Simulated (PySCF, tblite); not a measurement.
**C₈H₁₂BCl: geometry, infrared bands and NMR shifts**

What infrared bands and NMR shifts should C₈H₁₂BCl (`C#C[C@@H]1CCCC[C@@H]1BCl`) show?

Computed with tblite 0.8.0 and PySCF 2.14.0, with density-fitted response routines of our own, on a single molecule in the gas phase. Atoms count from 0, in the outputs and in this text.

### Step 1. The starting structure

22 atoms, charge 0, multiplicity 1; geometry from: force field or distance geometry start.

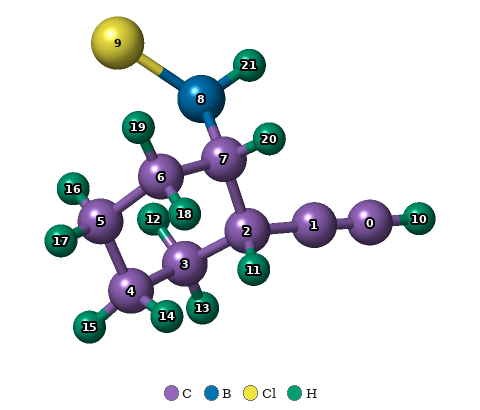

As it starts; carbon purple, boron blue, chlorine yellow, hydrogen teal, atoms numbered.

### Step 2. Relaxing the molecule with GFN2-xTB

What the job is given:

```
{"job": {"kind": "relax", "xc": "GFN2-xTB", "basis": "xTB"}, "charge": 0, "multiplicity": 1}
C      3.060500     1.773400     0.264100
C      2.092000     1.070400     0.310900
C      0.941700     0.180100     0.396200
C      0.889200    -0.767200    -0.804000
C     -0.025000    -1.905500    -0.293100
C     -1.405400    -1.281200    -0.191500
C     -1.420400    -0.142600     0.815800
C     -0.362700     0.909200     0.539100
B     -0.745300     1.795400    -0.720000
Cl    -2.525200     1.746700    -1.293200
H      3.898700     2.416400     0.221900
H      0.995300    -0.502100     1.291300
H      0.295800    -0.308100    -1.629300
H      1.875300    -1.132700    -1.111300
H      0.316400    -2.084400     0.744400
H      0.019500    -2.778500    -0.935800
H     -1.708600    -0.913100    -1.173300
H     -2.080000    -2.111100     0.177100
H     -1.126600    -0.624900     1.799900
H     -2.437000     0.276300     0.930200
H     -0.310900     1.538600     1.452200
H     -0.247700     2.864300    -0.792600
```

Launch:

```
> OMP_NUM_THREADS=1 python probes_run.py task.json out
```

The driver reads the jobs from task.json and runs them one after another.

Standard output:

```text
step      E/eV     max force
  0    -788.36516    2.545
  1    -788.69721    2.084
  2    -788.92005    3.866
  3    -788.89406    5.198
  4    -789.11612    1.176
  5    -789.16473    0.509
  6    -789.21154    0.839
  7    -789.23513    0.496
  8    -789.25702    0.501
  9    -789.27973    0.480
 10    -789.30065    0.468
 11    -789.31584    0.284
 12    -789.32801    0.278
 13    -789.34001    0.327
 14    -789.35182    0.372
 15    -789.36134    0.247
 16    -789.36782    0.174
 17    -789.37278    0.154
 18    -789.37752    0.182
 19    -789.38212    0.192
 20    -789.38667    0.166
 21    -789.39157    0.165
 22    -789.39693    0.180
 23    -789.40227    0.202
 24    -789.40711    0.185
 25    -789.41155    0.163
 26    -789.41588    0.169
 27    -789.41986    0.145
 28    -789.42297    0.119
 29    -789.42527    0.092
 30    -789.42717    0.088
 31    -789.42891    0.095
 32    -789.43043    0.088
 33    -789.43158    0.070
 34    -789.43243    0.065
 35    -789.43323    0.062
 36    -789.43418    0.073
 37    -789.43537    0.084
 38    -789.43672    0.085
 39    -789.43802    0.088
 40    -789.43913    0.065
 41    -789.44012    0.069
 42    -789.44107    0.074
 43    -789.44195    0.069
 44    -789.44267    0.055
 45    -789.44318    0.054
 46    -789.44362    0.056
 47    -789.44411    0.058
 48    -789.44475    0.068
 49    -789.44554    0.070
 50    -789.44637    0.059
 51    -789.44710    0.083
 52    -789.44772    0.050
 53    -789.44826    0.049
 54    -789.44880    0.045
 55    -789.44927    0.039
 56    -789.44966    0.041
 57    -789.45002    0.045
 58    -789.45035    0.045
 59    -789.45067    0.042
 60    -789.45100    0.039
 61    -789.45138    0.047
 62    -789.45191    0.061
 63    -789.45260    0.070
 64    -789.45336    0.084
 65    -789.45393    0.053
 66    -789.45433    0.051
 67    -789.45464    0.057
 68    -789.45500    0.062
 69    -789.45535    0.040
 70    -789.45553    0.033
 71    -789.45563    0.026
 72    -789.45571    0.029
 73    -789.45578    0.022
 74    -789.45586    0.025
 75    -789.45594    0.026
 76    -789.45603    0.038
 77    -789.45614    0.036
 78    -789.45627    0.026
 79    -789.45638    0.025
 80    -789.45647    0.025
 81    -789.45655    0.029
 82    -789.45660    0.017
 83    -789.45665    0.017
 84    -789.45669    0.018
 85    -789.45673    0.024
 86    -789.45677    0.018
 87    -789.45680    0.014
 88    -789.45684    0.014
 89    -789.45688    0.023
 90    -789.45692    0.024
 91    -789.45696    0.013
 92    -789.45699    0.011
 93    -789.45701    0.014
 94    -789.45703    0.015
 95    -789.45705    0.010
```

It took 1.7 s on 1 thread of Arm Neoverse N1, shared host; peak memory 0.18 GiB.

Relaxation path: (not every step is listed) (the energy doesn't fall at every step)

| step | energy from step 0 (eV) | largest force (eV/Å) |
| --- | --- | --- |
| 0 | 0.0000 | 2.5452 |
| 1 | -0.3321 | 2.0837 |
| 2 | -0.5549 | 3.8663 |
| 3 | -0.5289 | 5.1984 |
| 4 | -0.7510 | 1.1763 |
| 5 | -0.7996 | 0.5091 |
| 6 | -0.8464 | 0.8391 |
| 7 | -0.8700 | 0.4959 |
| 8 | -0.8919 | 0.5013 |
| 16 | -1.0027 | 0.1738 |
| 24 | -1.0420 | 0.1850 |
| 32 | -1.0653 | 0.0883 |
| 40 | -1.0740 | 0.0654 |
| 48 | -1.0796 | 0.0683 |
| 56 | -1.0845 | 0.0415 |
| 64 | -1.0882 | 0.0839 |
| 72 | -1.0906 | 0.0291 |
| 80 | -1.0913 | 0.0255 |
| 88 | -1.0917 | 0.0145 |
| 90 | -1.0918 | 0.0242 |
| 91 | -1.0918 | 0.0133 |
| 92 | -1.0918 | 0.0107 |
| 93 | -1.0919 | 0.0140 |
| 94 | -1.0919 | 0.0151 |
| 95 | -1.0919 | 0.0098 |

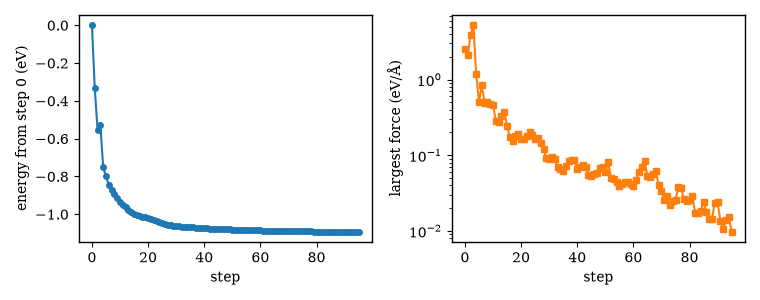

Energy and force, step by step.

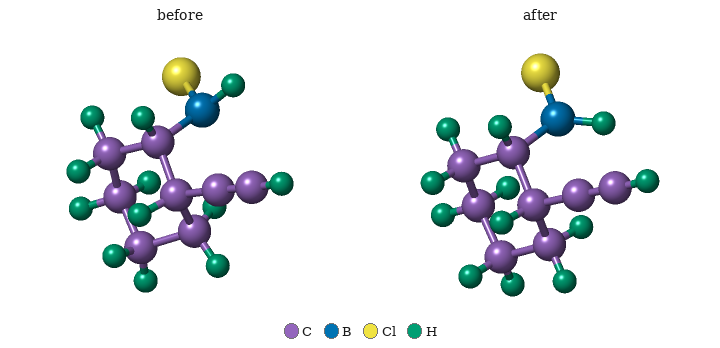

Before and after, at one scale.

Distances of close pairs at the start and the end, largest changes first:

| bond | before (Å) | after (Å) | change (Å) |
| --- | --- | --- | --- |
| B8–Cl9 | 1.871 | 1.694 | -0.176 |
| C2–C7 | 1.501 | 1.545 | +0.044 |
| C6–H18 | 1.135 | 1.093 | -0.041 |
| C5–H17 | 1.131 | 1.092 | -0.039 |
| C2–H11 | 1.127 | 1.098 | -0.028 |
| C3–H12 | 1.115 | 1.093 | -0.023 |
| C3–C4 | 1.547 | 1.525 | -0.021 |
| C6–C7 | 1.517 | 1.538 | +0.020 |

The final coordinates are the input of the step that follows.

### Step 3. Harmonic vibrations with GFN2-xTB

What the job is given:

```
{"job": {"kind": "ir", "xc": "GFN2-xTB", "basis": "xTB"}, "charge": 0, "multiplicity": 1}
C      2.900946     1.976118     0.131981
C      2.024422     1.176717     0.290218
C      0.977280     0.194092     0.491963
C      0.969204    -0.837168    -0.642870
C     -0.081734    -1.909040    -0.371544
C     -1.462470    -1.281411    -0.204466
C     -1.449034    -0.235184     0.906999
C     -0.412961     0.859197     0.602085
B     -0.781783     1.795446    -0.629261
Cl    -2.399071     2.191276    -0.943337
H      3.665665     2.680027    -0.008983
H      1.190508    -0.329705     1.433538
H      0.745242    -0.327089    -1.582791
H      1.957474    -1.293740    -0.731953
H      0.181475    -2.451925     0.540264
H     -0.096328    -2.627768    -1.193574
H     -1.760848    -0.806843    -1.142291
H     -2.196040    -2.056690     0.027188
H     -1.203806    -0.721171     1.855233
H     -2.440055     0.211063     1.005934
H     -0.377708     1.529361     1.475643
H      0.039213     2.283822    -1.310825
```

Standard output:

```text
mode    cm-1     km/mol
  1      41.4      0.67
  2     105.1      0.31
  3     113.0      0.14
  4     140.1      0.46
  5     169.3      0.98
  6     235.9      0.68
  7     268.3      0.06
  8     313.3      0.49
  9     373.4      0.47
 10     394.2      0.18
 11     417.9      1.35
 12     479.1      2.00
 13     527.4      2.52
 14     555.4      2.98
 15     657.5     15.27
 16     665.1     21.12
 17     699.7     22.97
 18     767.8     26.20
 19     822.0      5.61
 20     848.1     15.89
 21     878.9     26.97
 22     907.9      4.65
 23     938.5      2.45
 24     965.6     16.96
 25     995.7      0.93
 26    1061.5     12.38
 27    1062.7     96.38
 28    1071.0     11.48
 29    1081.7     19.17
 30    1095.5      9.47
 31    1127.8     15.71
 32    1146.9      0.78
 33    1184.8      6.30
 34    1202.0     10.45
 35    1227.6      0.72
 36    1254.5      4.41
 37    1267.1     10.45
 38    1281.2      1.53
 39    1299.6      4.89
 40    1336.7      1.02
 41    1345.3      1.04
 42    1352.2      1.30
 43    1356.7      0.64
 44    1482.3      0.12
 45    1488.1      0.37
 46    1489.9      5.59
 47    1501.4      1.47
 48    2290.3     14.18
 49    2609.9     73.55
 50    2862.3     33.73
 51    2888.4     33.46
 52    2955.7     20.43
 53    2957.6      8.73
 54    2969.0     19.61
 55    2973.5     43.18
 56    2980.7    146.38
 57    2981.6     36.03
 58    2986.7     83.59
 59    2989.9     70.72
 60    3396.4      3.35
```

It took 1.8 s on 1 thread of Arm Neoverse N1, shared host; peak memory 0.18 GiB.

The strongest bands and the atoms that carry them (share of the mass-weighted mode):

| cm⁻¹ | km/mol | atoms |
| --- | --- | --- |
| 1063 | 96.4 | H21 36 %, B8 17 % |
| 2610 | 73.5 | H21 92 % |
| 2862 | 33.7 | H20 92 % |
| 2974 | 43.2 | H15 32 %, H17 30 %, H13 24 % |
| 2981 | 146.4 | H16 36 %, H14 24 %, H15 13 %, H12 11 % |
| 2982 | 36.0 | H12 25 %, H17 22 %, H13 17 %, H19 12 % |
| 2987 | 83.6 | H15 30 %, H13 26 %, H12 20 % |
| 2990 | 70.7 | H19 67 %, H17 15 % |

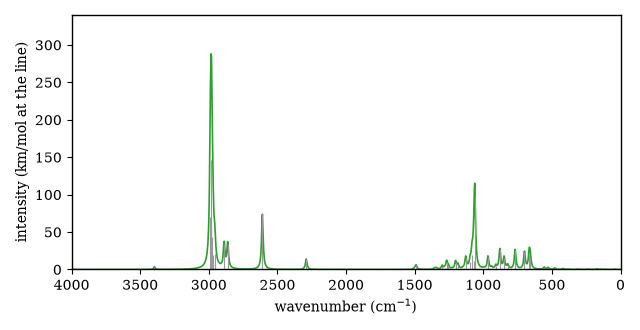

The infrared spectrum from these modes, unscaled. Lines are broadened to a width of 14 cm⁻¹ (Lorentzian).

### Step 4. Shielding tensors: PBE0/pcSseg-1

Same as in step 3 but for these lines:

```diff
@@ -1,2 +1,2 @@
-{"job": {"kind": "ir", "xc": "GFN2-xTB", "basis": "xTB"}, "charge": 0, "multiplicity": 1}
+{"job": {"kind": "nmr", "xc": "PBE0", "basis": "pcSseg-1"}, "charge": 0, "multiplicity": 1}
 C      2.900946     1.976118     0.131981
```

Level: GIAO PBE0/pcSseg-1 NMR shielding, non-relativistic, gas phase.

Standard output:

```text
coarse grid: 18840 points
cycle   1  E = -796.3446358812  dE =  1.337e+00  |g| = 4.667e-01  |ddm| = 4.393e+00
cycle   2  E = -796.3491407685  dE = -4.505e-03  |g| = 4.644e-01  |ddm| = 1.062e+00
cycle   3  E = -796.4037929938  dE = -5.465e-02  |g| = 6.815e-02  |ddm| = 4.895e-01
cycle   4  E = -796.4047176791  dE = -9.247e-04  |g| = 2.653e-02  |ddm| = 1.098e-01
cycle   5  E = -796.4048747687  dE = -1.571e-04  |g| = 9.153e-03  |ddm| = 3.517e-02
cycle   6  E = -796.4048900520  dE = -1.528e-05  |g| = 5.136e-03  |ddm| = 1.070e-02
cycle   7  E = -796.4048963725  dE = -6.320e-06  |g| = 7.225e-04  |ddm| = 4.254e-03
final grid: 177088 points
cycle   8  E = -796.4663520551  dE = -9.688e-05  |g| = 9.524e-03  |ddm| = 7.662e-02
cycle   9  E = -796.4663368635  dE =  1.519e-05  |g| = 1.222e-02  |ddm| = 2.092e-02
cycle  10  E = -796.4663736043  dE = -3.674e-05  |g| = 2.780e-03  |ddm| = 1.256e-02
cycle  11  E = -796.4663752977  dE = -1.693e-06  |g| = 8.942e-04  |ddm| = 2.731e-03
cycle  12  E = -796.4663754844  dE = -1.867e-07  |g| = 1.517e-04  |ddm| = 8.975e-04
cycle  13  E = -796.4663754897  dE = -5.271e-09  |g| = 4.316e-05  |ddm| = 1.990e-04
cycle  14  E = -796.4663754902  dE = -4.675e-10  |g| = 9.479e-06  |ddm| = 5.327e-05
converged SCF energy = -796.4663754902

GIAO shielding tensors (ppm)
atom      isotropic    diamagn.    paramagn.     s11        s22        s33       span
  0 C      109.733     259.795    -150.063     39.662     44.999    244.537    204.875
  1 C       93.193     255.311    -162.118    -14.722     -1.901    296.204    310.926
  2 C      151.974     245.519     -93.545    142.912    149.922    163.088     20.176
  3 C      147.845     246.379     -98.534    140.535    146.992    156.009     15.474
  4 C      156.538     245.999     -89.461    153.289    157.402    158.923      5.634
  5 C      156.891     247.387     -90.495    152.487    154.542    163.646     11.159
  6 C      154.421     245.754     -91.333    146.249    157.381    159.632     13.383
  7 C      139.341     249.639    -110.298    117.355    143.430    157.237     39.882
  8 B       22.839     190.374    -167.535    -45.766      7.452    106.831    152.598
  9 Cl     656.990    1148.284    -491.294    311.164    552.297   1107.508    796.345
 10 H       30.076      34.835      -4.759     24.774     25.042     40.410     15.636
 11 H       29.246      29.473      -0.227     24.494     29.737     33.507      9.013
 12 H       30.610      30.260       0.350     27.855     29.565     34.410      6.555
 13 H       29.594      29.431       0.163     24.502     28.856     35.423     10.920
 14 H       30.490      29.716       0.774     26.518     28.497     36.454      9.936
 15 H       29.967      28.701       1.266     24.863     27.693     37.344     12.482
 16 H       30.813      30.384       0.429     26.318     30.905     35.218      8.900
 17 H       30.116      28.866       1.250     24.976     27.897     37.476     12.499
 18 H       30.420      30.346       0.074     26.881     28.245     36.134      9.252
 19 H       29.041      30.510      -1.469     24.651     27.902     34.571      9.920
 20 H       30.209      30.450      -0.241     25.069     30.085     35.473     10.404
 21 H       24.150      28.560      -4.410     20.484     23.499     28.466      7.981
```

Wall time 1.8 min (1 thread of Arm Neoverse N1, shared host); peak memory 0.98 GiB.

Shifts follow as δ = σ(reference) − σ, with reference shieldings (ppm) from runs at the same level and on the same kind of geometry: 1H TMS 31.72, 13C TMS 186.9, 11B BF3·OEt2 100.1, 35Cl HCl 950. The references are single molecules in the gas phase.

| atoms | environment | σ (ppm) | δ (ppm) | δ scaled to CDCl3 |
| --- | --- | --- | --- | --- |
| C1 | alkyne carbon | 93.2 | 93.7 | 89.6 |
| C0 | terminal alkyne carbon | 109.7 | 77.2 | 73.4 |
| C7 | sp3 CH bonded to B | 139.3 | 47.6 | 44.5 |
| C3 | sp3 CH2 in a ring | 147.8 | 39.1 | 36.2 |
| C2 | propargylic sp3 CH | 152.0 | 35.0 | 32.2 |
| C6 | sp3 CH2 in a ring | 154.4 | 32.5 | 29.8 |
| C4 | sp3 CH2 in a ring | 156.5 | 30.4 | 27.7 |
| C5 | sp3 CH2 in a ring | 156.9 | 30.0 | 27.4 |
| H21 | hydrogen on a boron bonded to C, Cl | 24.15 | 7.57 | – |
| H19 | hydrogen on an sp3 CH2 in a ring | 29.04 | 2.68 | 2.63 |
| H11 | hydrogen on a propargylic sp3 CH | 29.25 | 2.47 | 2.43 |
| H13 | hydrogen on an sp3 CH2 in a ring | 29.59 | 2.12 | 2.11 |
| H15 | hydrogen on an sp3 CH2 in a ring | 29.97 | 1.75 | 1.76 |
| H10 | hydrogen on a terminal alkyne carbon | 30.08 | 1.64 | 1.65 |
| H17 | hydrogen on an sp3 CH2 in a ring | 30.12 | 1.60 | 1.61 |
| H20 | hydrogen on an sp3 CH bonded to B | 30.21 | 1.51 | 1.53 |
| H18 | hydrogen on an sp3 CH2 in a ring | 30.42 | 1.30 | 1.33 |
| H14 | hydrogen on an sp3 CH2 in a ring | 30.49 | 1.23 | 1.26 |
| H12 | hydrogen on an sp3 CH2 in a ring | 30.61 | 1.11 | 1.15 |
| H16 | hydrogen on an sp3 CH2 in a ring | 30.81 | 0.90 | 0.96 |
| B8 | boron bonded to C, Cl, H | 22.8 | 77.2 | – |
| Cl9 | chlorine bonded to B | 657 | 293 | – |

The scaled column applies a straight-line fit of computed shieldings to shifts measured in CDCl3, with any fitted terms for Cl, Br or S neighbours (root-mean-square error 0.16 ppm for H, 1.9 ppm for C).

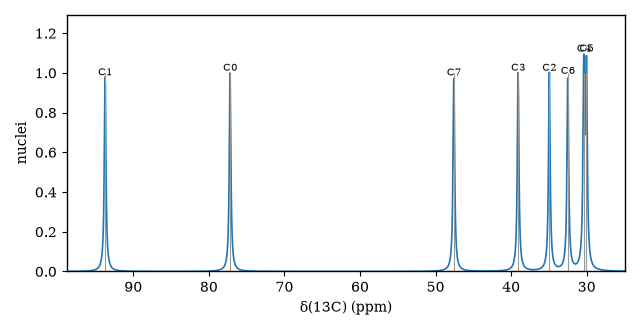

13C lines at the computed shifts, without couplings. Lines are broadened to a width of 0.25 ppm (Lorentzian).

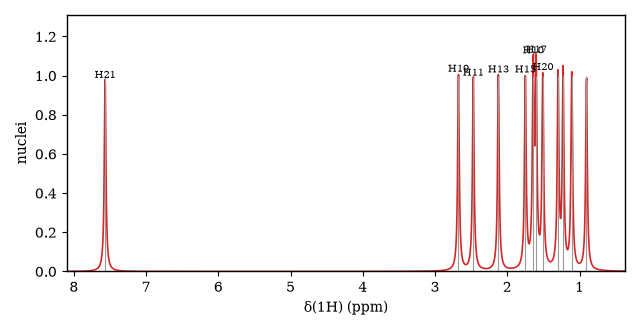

1H lines at the computed shifts, without couplings. Lines are broadened to a width of 0.03 ppm (Lorentzian).

The run also stored atomic charges by several schemes (e):

| atoms | Mulliken | IAO | Hirshfeld | ESP fit |
| --- | --- | --- | --- | --- |
| C0 | -0.46 | -0.26 | -0.12 | -0.33 |
| C1 | 0.40 | -0.02 | -0.03 | -0.29 |
| C2 | -0.27 | -0.11 | -0.01 | 0.39 |
| C3 | -0.15 | -0.25 | -0.06 | -0.13 |
| C4 | -0.20 | -0.26 | -0.07 | -0.10 |
| C5 | -0.24 | -0.25 | -0.07 | 0.02 |
| C6 | -0.15 | -0.25 | -0.07 | -0.22 |
| C7 | -0.43 | -0.25 | -0.09 | -0.03 |
| B8 | 0.33 | 0.08 | 0.15 | 0.23 |
| Cl9 | -0.19 | -0.02 | -0.03 | -0.14 |

ESP fit charges:

C0 -0.33; C1 -0.29; C2 0.39; C3 -0.13; C4 -0.10; C5 0.02; C6 -0.22; C7 -0.03; B8 0.23; Cl9 -0.14; H10 0.28; H11 0.00; H12 0.06; H13 0.05; H14 0.03; H15 0.03; H16 0.02; H17 0.02; H18 0.05; H19 0.06; H20 0.05; H21 -0.07

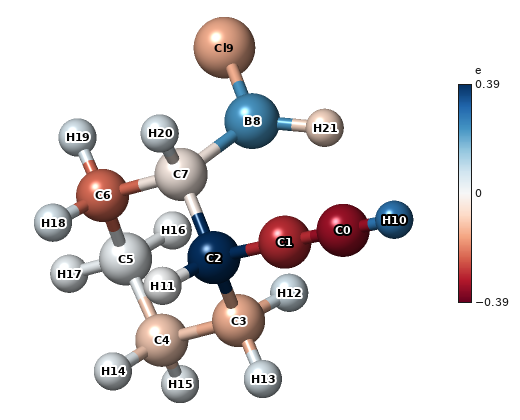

ESP fit charges, as colours on the atoms.

Mayer bond orders: C0–C1 2.45, C1–C2 1.03, C2–C3 1.00, C3–C4 1.04, C4–C5 1.04, C5–C6 1.04, C6–C7 1.04, C7–B8 0.95, B8–Cl9 1.18, C7–C2 1.00.

Ring of atoms C2, C3, C4, C5, C6, C7: NICS(0) -3.4, NICS(1) -3.1, NICS(1)zz 2.7 ppm (means of both faces).

### Step 5. Summary of results

```
                                   quantity                                                                       value
  strongest single infrared mode (GFN2-xTB)                                                       2981 cm⁻¹, 146 km/mol
               zero-point energy (GFN2-xTB)                                                              112.7 kcal/mol
     13C shifts against TMS (PBE0/pcSseg-1)                          93.7, 77.2, 47.6, 39.1, 35.0, 32.5, 30.4, 30.0 ppm
      1H shifts against TMS (PBE0/pcSseg-1)  7.57, 2.68, 2.47, 2.12, 1.75, 1.64, 1.60, 1.51, 1.30, 1.23, 1.11, 0.90 ppm
11B shifts against BF3·OEt2 (PBE0/pcSseg-1)                                                                    77.2 ppm
    35Cl shifts against HCl (PBE0/pcSseg-1)                                                                     293 ppm
```

Over 95 steps the energy fell by 1.092 eV; of the close pairs, B8–Cl9 changed most, 1.871 to 1.694 Å. No mode is imaginary among the 60: a minimum at this level. GFN2-xTB is a fitted tight-binding method: band positions and strengths are rough. Its intensities can rank the bands wrongly. At PBE0/pcSseg-1: The widest tensor belongs to Cl9: span 796 ppm, with a paramagnetic part of -491 ppm.
